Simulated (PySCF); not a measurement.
| atom | x (Å) | y (Å) | z (Å) |
| --- | --- | --- | --- |
| C | -3.8822 | -0.1807 | -0.7270 |
| C | -2.4624 | -0.0444 | -0.5101 |
| C | -1.2788 | 0.0789 | -0.3286 |
| C | 0.1143 | 0.1969 | -0.1253 |
| C | 0.6300 | 1.5702 | 0.1700 |
| C | 0.9194 | -0.8742 | -0.2018 |
| F | 0.3459 | -2.0882 | -0.4668 |
| Si | 2.7860 | -1.0149 | 0.0267 |
| S | 3.8108 | 0.2588 | -1.3838 |
| H | -4.3597 | -0.5562 | 0.1782 |
| H | -4.0668 | -0.8844 | -1.5384 |
| H | -4.3191 | 0.7841 | -0.9842 |
| H | 0.1684 | 1.9493 | 1.0811 |
| H | 1.7096 | 1.5683 | 0.2922 |
| H | 0.3645 | 2.2468 | -0.6417 |
| H | 3.2387 | -0.5090 | 1.3145 |
| H | 3.1557 | -2.3973 | -0.2421 |
| H | 3.1169 | -0.0976 | -2.4540 |

Geometry: GFN2-xTB.

Theory: PBE0/pcSseg-1, SCF density, gas phase, non-relativistic in PySCF.

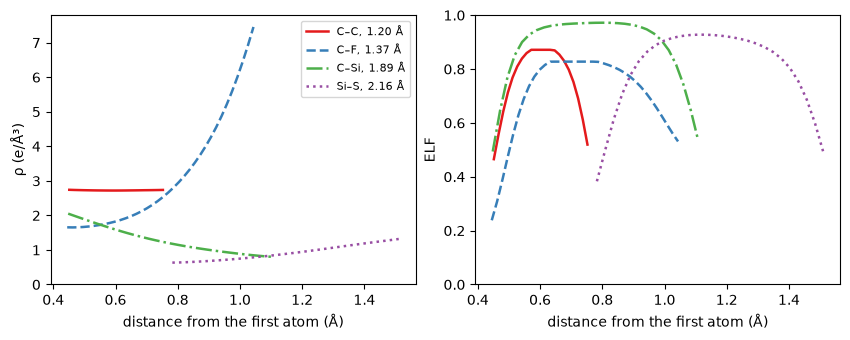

C6H9FSSi. Electron density and ELF along straight lines between neighbouring atoms. The curves leave out the atomic cores.

> Compare the contacts.

C–C (1.20 Å): ρ is about 2.7 e/Å³ halfway; the ELF peaks at about 0.85 between the atoms; a short, multiple covalent bond.
C–F (1.37 Å): ρ is about 2.1 e/Å³ halfway, with its minimum of 1.7 e/Å³ about 0.5 Å from C; the ELF peaks at about 0.85 between the atoms; a polar covalent bond.
C–Si (1.89 Å): ρ at the midpoint is about 0.95 e/Å³; the ELF peaks at about 1 between the atoms: a covalent bond.
Si–S (2.16 Å): ρ is about 0.82 e/Å³ halfway; the ELF peaks at about 0.95 between the atoms; localised, covalent bonding.
